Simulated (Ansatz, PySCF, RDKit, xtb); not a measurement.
# SiSbH4F: ranking a sample of isomers, part 2 of 2

Which of a sample of isomers of SiSbH4F is the most stable in the gas at 298.15 K, and what are its properties? The sample is small against all isomers, and the most stable one of this formula need not be in it. One structure proposed beforehand is put among the starts (marked given), to see whether the search confirms or beats it.

xtb, Ansatz and PySCF; isolated molecules. The steps go on from the part before.

### 12 Density, orbitals and dipole (PBE0/def2-TZVPD)

input.yaml reads:

```yaml
crystal:
  periodic: [false, false, false]
  atoms:
    - {symbol: F, position_ang: [-0.599762, 1.845399, -2.728082]}
    - {symbol: Sb, position_ang: [-0.809191, -1.578985, -3.142201]}
    - {symbol: Si, position_ang: [0.462637, 0.609090, -2.665187]}
    - {symbol: H, position_ang: [1.490662, 0.830848, -3.725040]}
    - {symbol: H, position_ang: [1.112680, 0.640941, -1.323109]}
    - {symbol: H, position_ang: [0.666602, -2.426019, -2.902024]}
    - {symbol: H, position_ang: [-1.210478, -1.738714, -1.482062]}
basis:
  gaussian: {orbitals: def2-TZVPD}
hamiltonian: {xc: pbe0}
output: {forces: true, orbitals: {seedname: orbitals}}
```

The run is started by

```console
$ ansatz run input.yaml --threads 2 --pin off --max-ram 5220MiB --events-out events.jsonl --progress --plain --runs-dir runs
```

Output, shortened:

```text
Warning: RAYON_NUM_THREADS=2 ignored (pool sized by the plan → 2); use --threads N
Functional definition: PBE0
  name "PBE0"
[...]
1180 factors; their error is unknown
[...]
mean field -17194.43973393 eV, -631.8840054120 hartree, gradient 6.3e-5 eV, S^2 0.000000; 0 other end points of the search recorded, 0 dependent functions left out
[...]
reference -17194.43977325 eV, -631.8840068572 hartree; 25, 25 occupied and 150, 150 virtual orbitals, 1180 factors
Total energy: -17194.43977325 eV, -631.8840068572 hartree
Atom 0 at    -0.599762     1.845399    -2.728082 Å, force     0.495229    -0.530497     0.031701 eV/Å
Atom 1 at    -0.809191    -1.578985    -3.142201 Å, force     0.061184    -0.030461     0.124169 eV/Å
Atom 2 at     0.462637     0.609090    -2.665187 Å, force    -0.309430     0.427271    -0.010380 eV/Å
Atom 3 at     1.490662     0.830848    -3.725040 Å, force    -0.106726     0.024925     0.095560 eV/Å
Atom 4 at     1.112680     0.640941    -1.323109 Å, force    -0.078232     0.040470    -0.124219 eV/Å
Atom 5 at     0.666602    -2.426019    -2.902024 Å, force    -0.080569     0.060311    -0.017341 eV/Å
Atom 6 at    -1.210478    -1.738714    -1.482062 Å, force     0.018545     0.007980    -0.099489 eV/Å
Dipole moment:     0.123232    -0.239258    -0.027716 e Å
```

It took 1.9 s on 2 threads of AMD EPYC 9R45 (Zen 5), shared host.

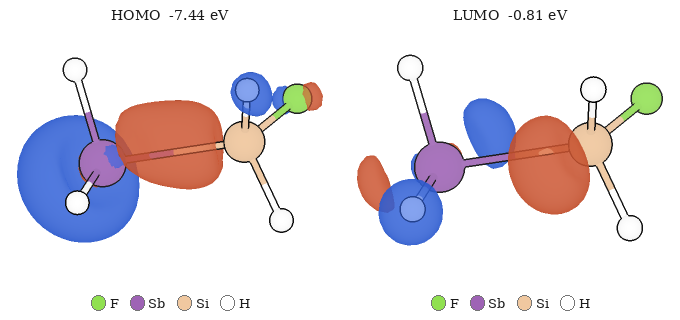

Frontier orbitals of this run, surfaces at ±0.2 Å^-3/2.

### 13 Frequencies after a tight-binding relaxation (GFN2-xTB)

start.xyz reads:

```xyz
7
c909a
F     -0.599762     1.845399    -2.728082
Sb    -0.809191    -1.578985    -3.142201
Si     0.462637     0.609090    -2.665187
H      1.490662     0.830848    -3.725040
H      1.112680     0.640941    -1.323109
H      0.666602    -2.426019    -2.902024
H     -1.210478    -1.738714    -1.482062
```

The run is started by

```console
$ xtb start.xyz --gfn 2 --ohess tight
```

Output, shortened:

```text
* xtb version 6.7.1
[...]
          :  # basis functions                  28          :
[...]
          :  # electrons                        20          :
[...]
          :  Hamiltonian                  GFN2-xTB          :
[...]
          :  net charge                          0          :
          :  unpaired electrons                  0          :
[...]
   *** convergence criteria satisfied after 13 iterations ***
[...]
   *** GEOMETRY OPTIMIZATION CONVERGED AFTER 44 ITERATIONS ***
[...]
   *** convergence criteria satisfied after 3 iterations ***
[...]
         ::                     SUMMARY                     ::
         :::::::::::::::::::::::::::::::::::::::::::::::::::::
         :: total energy             -10.761073678583 Eh    ::
         :: gradient norm              0.000190321299 Eh/a0 ::
         :: HOMO-LUMO gap              3.905716291812 eV    ::
         ::.................................................::
         :: SCC energy               -10.801073220749 Eh    ::
         :: -> isotropic ES            0.029503153324 Eh    ::
         :: -> anisotropic ES          0.000024223502 Eh    ::
         :: -> anisotropic XC          0.000154869778 Eh    ::
         :: -> dispersion             -0.004271162497 Eh    ::
         :: repulsion energy           0.039999542166 Eh    ::
         :: add. restraining           0.000000000000 Eh    ::
         :: total charge              -0.000000000000 e     ::
         :::::::::::::::::::::::::::::::::::::::::::::::::::::
[...]
        10        2.0000           -0.3647107              -9.9243 (HOMO)
        11                         -0.2211783              -6.0186 (LUMO)
[...]
     #   Z          covCN         q      C6AA      α(0)
     1   9 F        0.705    -0.295    12.270     4.136
     2  51 Sb       2.811     0.170   371.508    36.699
     3  14 Si       3.474     0.485   102.086    19.615
     4   1 H        0.920    -0.082     4.982     3.491
     5   1 H        0.920    -0.058     4.293     3.241
     6   1 H        0.941    -0.114     6.080     3.855
     7   1 H        0.941    -0.106     5.761     3.752
[...]
          | TOTAL ENERGY              -10.761073678584 Eh   |
          | TOTAL ENTHALPY            -10.723787750152 Eh   |
          | TOTAL FREE ENERGY         -10.761759526575 Eh   |
          | GRADIENT NORM               0.000190305920 Eh/α |
[...]
```

Run time: 0.12 s. Hardware: 2 threads of AMD EPYC 9R45 (Zen 5), shared host.

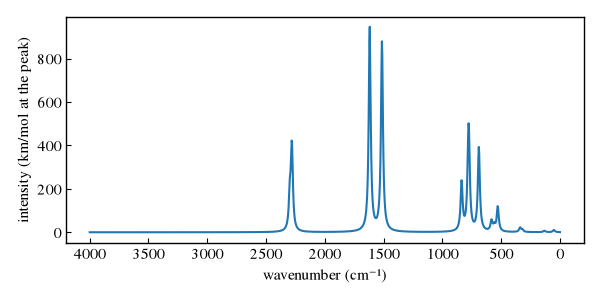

Harmonic infrared spectrum, unscaled, lines broadened by 10 cm⁻¹.

### 14 Electronic excitations (TD-CAM-B3LYP/def2-SVPD)

An in-house driver calls PySCF's response routines at TD-CAM-B3LYP/def2-SVPD; it has no typed input.

Output:

```text
coarse grid: 29632 points
cycle   1  E = -630.4090943372  dE = -2.443e+01  |g| = 2.464e+00  |ddm| = 1.285e+01
cycle   2  E = -630.1557145912  dE =  2.534e-01  |g| = 2.409e+00  |ddm| = 1.070e+01
cycle   3  E = -631.7881671853  dE = -1.632e+00  |g| = 3.020e-01  |ddm| = 4.220e+00
cycle   4  E = -631.8287591169  dE = -4.059e-02  |g| = 1.328e-01  |ddm| = 7.814e-01
cycle   5  E = -631.8357134301  dE = -6.954e-03  |g| = 1.941e-02  |ddm| = 2.729e-01
cycle   6  E = -631.8358884030  dE = -1.750e-04  |g| = 7.908e-03  |ddm| = 4.293e-02
cycle   7  E = -631.8359087842  dE = -2.038e-05  |g| = 4.659e-03  |ddm| = 1.663e-02
cycle   8  E = -631.8359133950  dE = -4.611e-06  |g| = 9.313e-04  |ddm| = 6.029e-03
final grid: 59064 points
cycle   9  E = -631.8359311256  dE = -2.037e-07  |g| = 1.065e-03  |ddm| = 3.213e-03
cycle  10  E = -631.8359310386  dE =  8.693e-08  |g| = 1.379e-03  |ddm| = 1.728e-03
cycle  11  E = -631.8359313395  dE = -3.009e-07  |g| = 6.068e-05  |ddm| = 8.841e-04
cycle  12  E = -631.8359313417  dE = -2.167e-09  |g| = 2.242e-05  |ddm| = 1.560e-04
cycle  13  E = -631.8359313422  dE = -4.741e-10  |g| = 3.006e-06  |ddm| = 1.167e-04
converged SCF energy = -631.8359313422

Static polarisability (au): isotropic 74.271, principal 64.552 66.241 92.020

Singlet excitations
state   eV       nm        f      main configurations
  1   5.6454    219.6   0.02621   H->L+1 0.63, H->L 0.28
  2   5.9463    208.5   0.07449   H->L 0.53, H->L+1 0.33
  3   6.3341    195.7   0.11868   H->L+3 0.43, H->L+2 0.43
  4   6.4744    191.5   0.19411   H->L+3 0.50, H->L+2 0.37
  5   6.9699    177.9   0.10269   H-1->L 0.82
  6   7.1701    172.9   0.03215   H-1->L+1 0.77
  7   7.5895    163.4   0.09357   H-1->L+3 0.45, H->L+4 0.28
  8   7.6642    161.8   0.10676   H-1->L+2 0.47, H-1->L+3 0.31, H->L+4 0.08

Triplet excitations (Tamm-Dancoff, eV): 4.7611 4.9476 5.7676
```

Wall time 3.9 s (2 threads of AMD EPYC 9R45 (Zen 5), shared host).

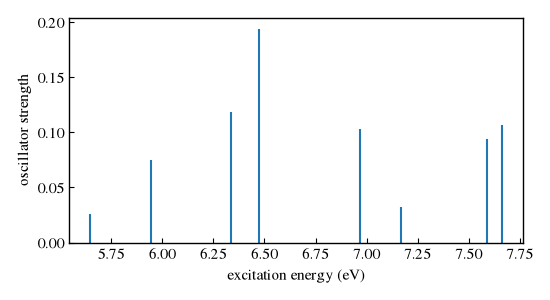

Vertical excitations as sticks.

The roots found:

```csv
excited state,energy (eV),strength
1,5.645,0.0262
2,5.946,0.0745
3,6.334,0.1187
4,6.474,0.1941
5,6.970,0.1027
6,7.170,0.0321
7,7.590,0.0936
8,7.664,0.1068
```

### 15 The cation at the same geometry (PBE0/def2-TZVPD)

input.yaml reads:

```yaml
crystal:
  periodic: [false, false, false]
  atoms:
    - symbol: F
      position_ang: [-0.599762, 1.845399, -2.728082]
    - symbol: Sb
      position_ang: [-0.809191, -1.578985, -3.142201]
    - symbol: Si
      position_ang: [0.462637, 0.609090, -2.665187]
    - symbol: H
      position_ang: [1.490662, 0.830848, -3.725040]
    - symbol: H
      position_ang: [1.112680, 0.640941, -1.323109]
    - symbol: H
      position_ang: [0.666602, -2.426019, -2.902024]
    - symbol: H
      position_ang: [-1.210478, -1.738714, -1.482062]
basis:
  gaussian: {orbitals: def2-TZVPD}
total_charge: 1
magnetization: {spin_polarized: true, initial_magnetization: 1}
hamiltonian: {xc: pbe0}
```

The run is started by

```console
$ ansatz run input.yaml --threads 2 --pin off --max-ram 5220MiB --events-out events.jsonl --progress --plain --runs-dir runs
```

Output:

```text
Warning: RAYON_NUM_THREADS=2 ignored (pool sized by the plan → 2); use --threads N
[... 2 set-up lines as earlier in the session ...]
  parameter a = 0.25
  parameter kappa = 0.804
  parameter beta = 0.06672455060314922
  exchange = (1 - a)*pbe_x(kappa = kappa, mu = beta*pi^2/3) + a*exact_x
  correlation = pbe_c(beta = beta)
1180 factors; their error is unknown
mean field evaluation 1: about -17175.9582 eV, gradient 5.2e1 eV
mean field evaluation 2: about -16998.6297 eV, gradient 1.7e2 eV
mean field evaluation 4: about -17184.5825 eV, gradient 7.5e0 eV
mean field evaluation 8: about -17184.8155 eV, gradient 1.7e-1 eV
mean field evaluation 16: about -17184.9870 eV, gradient 4.5e-3 eV
mean field -17184.98695836 eV, -631.5366223171 hartree, gradient 6.6e-5 eV, S^2 0.756221; 2 other end points of the search recorded, 0 dependent functions left out
reference -17184.98699987 eV, -631.5366238428 hartree; 25, 24 occupied and 150, 151 virtual orbitals, 1180 factors
Total energy: -17184.98699987 eV, -631.5366238428 hartree
```

Wall time 2.9 s (2 threads of AMD EPYC 9R45 (Zen 5), shared host); peak memory 0.51 GiB.

Difference from the parent: 9.45 eV.

### 16 The anion at the same geometry (PBE0/def2-TZVPD)

input.yaml reads:

```yaml
crystal:
  periodic: [false, false, false]
  atoms:
    - {symbol: F, position_ang: [-0.599762, 1.845399, -2.728082]}
    - {symbol: Sb, position_ang: [-0.809191, -1.578985, -3.142201]}
    - {symbol: Si, position_ang: [0.462637, 0.609090, -2.665187]}
    - {symbol: H, position_ang: [1.490662, 0.830848, -3.725040]}
    - {symbol: H, position_ang: [1.112680, 0.640941, -1.323109]}
    - {symbol: H, position_ang: [0.666602, -2.426019, -2.902024]}
    - {symbol: H, position_ang: [-1.210478, -1.738714, -1.482062]}
basis:
  gaussian: {orbitals: def2-TZVPD}
total_charge: -1
magnetization: {spin_polarized: true, initial_magnetization: 1}
hamiltonian: {xc: pbe0}
scf: {lower_state_search: off}
```

The run is started by

```console
$ ansatz run input.yaml --threads 2 --pin off --max-ram 5220MiB --events-out events.jsonl --progress --plain --runs-dir runs
```

Output, shortened:

```text
Warning: RAYON_NUM_THREADS=2 ignored (pool sized by the plan → 2); use --threads N
[... 2 set-up lines as earlier in the session ...]
[...]
1180 factors; their error is unknown
[...]
mean field -17193.84604865 eV, -631.8621878805 hartree, gradient 8.7e-6 eV, S^2 0.754783; 0 other end points of the search recorded, 0 dependent functions left out
reference -17193.84608935 eV, -631.8621893760 hartree; 26, 25 occupied and 149, 150 virtual orbitals, 1180 factors
Total energy: -17193.84608935 eV, -631.8621893760 hartree
Checks for a lower state left out: stability, starts, cluster_reference, orbital_swaps, neighbouring_geometries, increment
```

Wall time 2.1 s (2 threads of AMD EPYC 9R45 (Zen 5), shared host); peak memory 0.48 GiB.

Parent less the species with the added electron: -0.59 eV. The extra electron isn't bound at this geometry, so the number measures the basis, not the molecule.

### 17 The triplet at the same geometry (PBE0/def2-TZVPD)

input.yaml reads:

```yaml
crystal:
  periodic: [false, false, false]
  atoms:
    - symbol: F
      position_ang: [-0.599762, 1.845399, -2.728082]
    - symbol: Sb
      position_ang: [-0.809191, -1.578985, -3.142201]
    - symbol: Si
      position_ang: [0.462637, 0.609090, -2.665187]
    - symbol: H
      position_ang: [1.490662, 0.830848, -3.725040]
    - symbol: H
      position_ang: [1.112680, 0.640941, -1.323109]
    - symbol: H
      position_ang: [0.666602, -2.426019, -2.902024]
    - symbol: H
      position_ang: [-1.210478, -1.738714, -1.482062]
basis:
  gaussian:
    orbitals: def2-TZVPD
magnetization:
  spin_polarized: true
  initial_magnetization: 2
hamiltonian:
  xc: {name: PBE0}
```

The run is started by

```console
$ ansatz run input.yaml --threads 2 --pin off --max-ram 5220MiB --events-out events.jsonl --progress --plain --runs-dir runs
```

Output, shortened:

```text
Warning: RAYON_NUM_THREADS=2 ignored (pool sized by the plan → 2); use --threads N
[... 7 set-up lines as earlier in the session ...]
1180 factors; their error is unknown
mean field evaluation 1: about -17185.8466 eV, gradient 2.8e1 eV
mean field evaluation 2: about -17158.8683 eV, gradient 7.8e1 eV
mean field evaluation 4: about -17189.2911 eV, gradient 5.0e0 eV
mean field evaluation 8: about -17189.5799 eV, gradient 4.1e-1 eV
mean field evaluation 16: about -17189.8206 eV, gradient 7.6e-2 eV
mean field evaluation 32: about -17189.8206 eV, gradient 6.7e-5 eV
mean field -17189.82063696 eV, -631.7142567295 hartree, gradient 6.1e-6 eV, S^2 2.005887; 7 other end points of the search recorded, 0 dependent functions left out
reference -17189.82068713 eV, -631.7142585730 hartree; 26, 24 occupied and 149, 151 virtual orbitals, 1180 factors
Total energy: -17189.82068713 eV, -631.7142585730 hartree
```

Run time: 6 s. Hardware: 2 threads of AMD EPYC 9R45 (Zen 5), shared host; peak memory 0.55 GiB.

It lies 4.62 eV above the singlet.

### 18 Stability of the closed-shell solution (PBE0/def2-SVP)

job.py reads:

```python
from pyscf import gto, dft

system = gto.Mole()
system.atom = [
    ('F', (-0.599762, 1.845399, -2.728082)),
    ('Sb', (-0.809191, -1.578985, -3.142201)),
    ('Si', (0.462637, 0.609090, -2.665187)),
    ('H', (1.490662, 0.830848, -3.725040)),
    ('H', (1.112680, 0.640941, -1.323109)),
    ('H', (0.666602, -2.426019, -2.902024)),
    ('H', (-1.210478, -1.738714, -1.482062)),
]
system.spin = 0
system.max_memory = 3720
system.ecp = {'Sb': 'def2-svp'}
system.basis = 'def2-svp'
system.verbose = 3
system.build()

mf = dft.RKS(system)
mf.xc = 'pbe0'
mf = mf.density_fit(auxbasis='def2-universal-jkfit')
mf.grids.level = 3
mf.max_cycle = 100
mf.kernel()
if not mf.converged:
    mf = mf.newton().run(mf.mo_coeff, mf.mo_occ)

etot = mf.e_tot
print(f'total energy: {etot:.8f} hartree')
mo_i, mo_e, stable_i, stable_e = mf.stability(internal=True, external=True, return_status=True)
print('stable: internal', stable_i, 'external', stable_e)
```

The run is started by

```console
$ OMP_NUM_THREADS=2 python job.py
```

Output:

```text
converged SCF energy = -631.639745182774
total energy: -631.63974518 hartree
<class 'pyscf.df.df_jk.DFRKS'> wavefunction is stable in the internal stability analysis
<class 'pyscf.df.df_jk.DFRKS'> wavefunction is stable in the real -> complex stability analysis
<class 'pyscf.df.df_jk.DFRKS'> wavefunction is stable in the RHF/RKS -> UHF/UKS stability analysis
stable: internal True external True
```

It took 16 s on 2 threads of AMD EPYC 9R45 (Zen 5), shared host.

### 19 What came out

What follows sums up all 2 parts.

| quantity | value |
| --- | --- |
| lowest structure found | F[SiH2][SbH2], singlet, C1 |
| next finalist | [F][SbH][SiH3], singlet, 25.1 kcal/mol higher in G |
| share at equilibrium, among the finalists | 100.0 % |
| funnel | 3 starts, 2 minima at GFN2-xTB, 4 screening runs, 3 relaxed, 3 ranked |
| CPU time of all runs | 6.6 min |
| harmonic wavenumbers, lowest and highest (PBE0-D4/def2-SVP) | 88 and 2247 cm⁻¹ |
| rotational constants, same geometry | 0.4947, 0.05595, 0.0521 cm⁻¹ |
| dipole moment (PBE0/def2-TZVPD) | 1.30 D |
| HOMO energy (PBE0/def2-TZVPD) | -7.44 eV |
| LUMO energy (PBE0/def2-TZVPD) | -0.81 eV |
| HOMO–LUMO gap (PBE0/def2-TZVPD) | 6.63 eV |
| lowest excitation (TD-CAM-B3LYP/def2-SVPD) | 5.65 eV (f = 0.026) |
| strongest of the states computed, same level | 6.47 eV (f = 0.194) |
| lowest triplet excitation, same level, Tamm-Dancoff | 4.76 eV |
| vertical ionisation energy | 9.45 eV |
| vertical electron affinity | -0.59 eV (unbound: the value depends on the basis) |
| vertical triplet less singlet | +4.62 eV |

The lowest structure found is `F[SiH2][SbH2]`. The margin of 25.1 kcal/mol over the next finalist is beyond the usual error of the last level; it says nothing of structures that weren't ranked. r2SCAN-D4/def2-SVP, PBE0-D4/def2-SVP, HF/def2-TZVP and MP2/def2-TZVP already put its bonding pattern lowest among the structures in one piece. The largest share of the time went into the vibrations (32 %). Spin-orbit coupling, which matters for elements this heavy, is left out. The search beats the structure proposed beforehand. Lowest found is not proven lowest: the search is finite, and each finalist counts with one conformer. Only 2 drawn patterns were tried, so whole families of isomers are missing, and the result ranks this sample alone.
